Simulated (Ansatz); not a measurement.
Sr3AsN, carrier doping

Base system: Sr3AsN in the anti-perovskite structure (space group Pm-3m, No. 221; a = 5.041 Å; a cell from a computed database, its experimental status unchecked).

Carriers are added at fixed cell with a uniform background; the Fermi–Dirac width is that of 300 K.

Computed with Kohn–Sham DFT with the PBEsol functional, run in Ansatz (an electronic-structure program) with PAW and 420 eV plane waves, spin-orbit coupling left out.

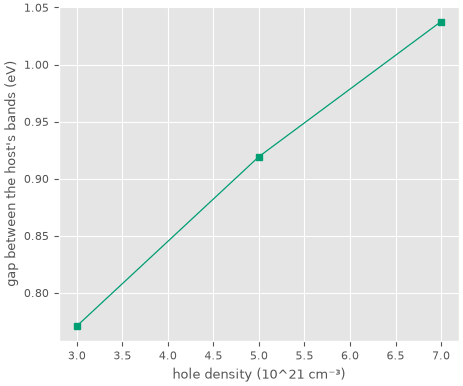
Gap between the host's bands against hole density

| hole density (10^21 cm⁻³) | gap between the host's bands |
|---|---|
| 3 | 0.77 eV |
| 5 | 0.92 eV |
| 7 | 1.04 eV |

Charged cell with a jellium background: band edges are those of the host's band count, energies are not comparable with the neutral cell, and many-body gap narrowing is missing. Semilocal Kohn–Sham gaps tend to fall short of experiment. Stability against distortions was not tested.
